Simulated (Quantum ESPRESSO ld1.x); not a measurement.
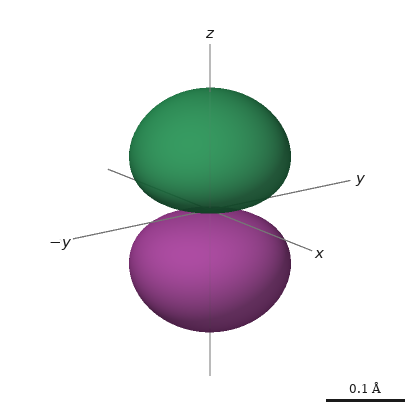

Fig. 1: The 2p(z) orbital. The radial function comes from the spherical calculation and is multiplied by a real spherical harmonic; the overall sign is chosen so that the largest lobe of P(r) is positive; at the scalar-relativistic level it is the large component. The surface of constant |ψ| that holds about 80 % of the electron is drawn, green where ψ is positive and pink where it is negative. It has the nodal plane xy and no radial node. The maximum of P² lies at 0.145 bohr, ⟨r⟩ = 0.189 bohr, 90 % of the charge lies within 0.309 bohr, and the eigenvalue is −1131 eV, with 6 electrons in the shell.

## Ga: atomic calculation

- system: a free Ga atom in the configuration [Ar] 3d10 4s2 4p1.
- method: scalar-relativistic Kohn-Sham, Slater X-alpha with alpha = 1, spin-unpolarised, spherical densities, point nucleus (Quantum ESPRESSO ld1.x 7.5)

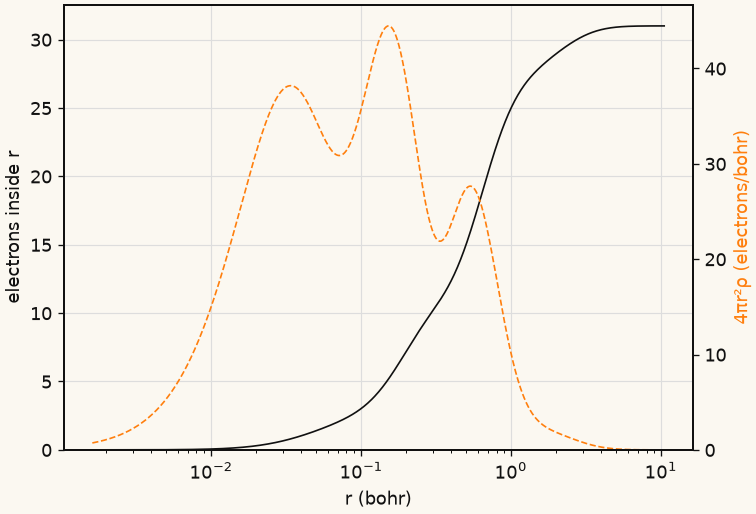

Fig. 2: The number of electrons inside radius r (solid) and the radial density 4πr²ρ (dashed). The count levels off at 31 electrons. Half of them lie within 0.519 bohr, 90 % within 1.54 bohr and 99 % within 3.87 bohr. The radial density has minima at 0.0718 and 0.336 bohr, where the count stands at 2.1 and 11.0; these part the shells that the density resolves.

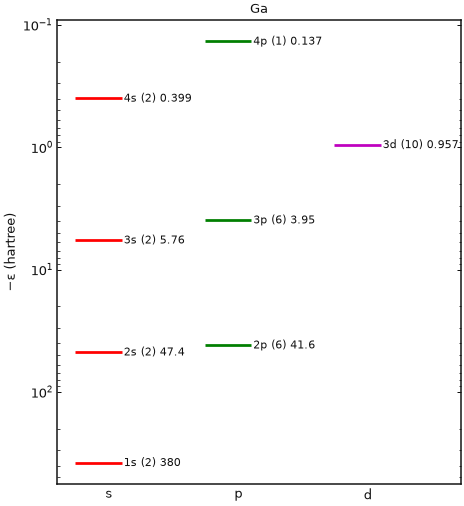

Fig. 3: All occupied levels, on a logarithmic scale of binding energy, are drawn (occupations in brackets). The highest occupied level is 4p at −0.137 hartree. The highest 4 occupied levels, from the top down, are 4p (−0.137 hartree), 4s (−0.399 hartree), 3d (−0.957 hartree), 3p (−3.95 hartree).

These pictures come from the run below.

### The input
```
 &input
    atom='Ga',
    iswitch=1,
    rel=1,
    dft='SL1-NOC',
    config='[Ar] 3d10 4s2 4p1',
    prefix='ld1',
    max_out_wfc=37,
    file_charge='ld1.rho',
 /
```

### Output
```
     Program LD1 v.7.5 starts

     --------------------------- All-electron run ----------------------------

     scalar relativistic calculation

     atomic number is 31.00
     dft =SL1-NOC   lsd =0 sic =0 latt =0  beta=0.20 tr2=1.0E-14
     Exchange-correlation= SL1-NOC
                           (   2   0   0   0   0   0   0)
     mesh =2005 r(mesh) =  99.28682 a.u. xmin = -8.00 dx = 0.00800
     1 Ry =  13.60569312 eV, c = 137.03599908

     n l     nl                  e(Ry)          e(Ha)          e(eV)
     1 0     1S 1( 2.00)      -759.4781      -379.7391    -10333.2265
     2 0     2S 1( 2.00)       -94.8375       -47.4188     -1290.3302
     2 1     2P 1( 6.00)       -83.1119       -41.5559     -1130.7943
     3 0     3S 1( 2.00)       -11.5262        -5.7631      -156.8222
     3 1     3P 1( 6.00)        -7.9021        -3.9510      -107.5132
     3 2     3D 1(10.00)        -1.9146        -0.9573       -26.0498
     4 0     4S 1( 2.00)        -0.7988        -0.3994       -10.8686
     4 1     4P 1( 1.00)        -0.2731        -0.1365        -3.7157

     final scf error:  1.8E-15 reached in  29 iterations

     Etot =   -3947.246932 Ry,   -1973.623466 Ha,  -53705.030432 eV

     Ekin =    4016.881661 Ry,    2008.440830 Ha,   54652.459188 eV
     Encl =   -9470.391192 Ry,   -4735.195596 Ha, -128851.236313 eV
     Eh   =    1719.562615 Ry,     859.781308 Ha,   23395.841245 eV
     Exc  =    -213.300015 Ry,    -106.650008 Ha,   -2902.094553 eV

     normalization and overlap integrals

     s(1S/1S) =  1.000000  <r> =   0.0485  <r2> =    0.0032  r(max) =   0.0317
     s(1S/2S) = -0.004701
     s(1S/3S) = -0.001766
     s(1S/4S) = -0.000489
     s(2S/2S) =  1.000000  <r> =   0.2164  <r2> =    0.0552  r(max) =   0.1816
     s(2S/3S) = -0.001037
     s(2S/4S) = -0.000280
     s(2P/2P) =  1.000000  <r> =   0.1890  <r2> =    0.0437  r(max) =   0.1452
     s(2P/3P) = -0.000834
     s(2P/4P) = -0.000165
     s(3S/3S) =  1.000000  <r> =   0.6445  <r2> =    0.4794  r(max) =   0.5610
     s(3S/4S) = -0.000165
     s(3P/3P) =  1.000000  <r> =   0.6676  <r2> =    0.5250  r(max) =   0.5610
     s(3P/4P) = -0.000104
     s(3D/3D) =  1.000000  <r> =   0.7672  <r2> =    0.7595  r(max) =   0.5221
     s(4S/4S) =  1.000000  <r> =   2.2151  <r2> =    5.6811  r(max) =   1.8185
     s(4P/4P) =  1.000000  <r> =   3.0105  <r2> =   10.7772  r(max) =   2.3303

     ------------------------ End of All-electron run ------------------------
```

### Orbitals

```
orbital  occupation  energy (eV)  ⟨r⟩ (bohr)  outer maximum (bohr)
     1s           2     −10333.2     0.04847                0.0317
     2s           2      −1290.3      0.2164                 0.182
     2p           6      −1130.8      0.1890                 0.145
     3s           2     −156.822      0.6445                 0.561
     3p           6     −107.513      0.6676                 0.561
     3d          10      −26.050      0.7672                 0.522
     4s           2      −10.869       2.215                  1.82
     4p           1       −3.716       3.010                  2.33
```

### Key numbers

```tsv
quantity	value
outcome	converged
total energy	−1973.6235 hartree
kinetic energy	2008.4408 hartree
electron–nucleus energy	−4735.1956 hartree
Hartree energy	859.781308 hartree
exchange–correlation energy	−106.650008 hartree
radius at density 0.001 e/bohr³	4.23 bohr
SCF iterations	29
hardware	1 CPU thread, shared host
wall time	0.69 s
```
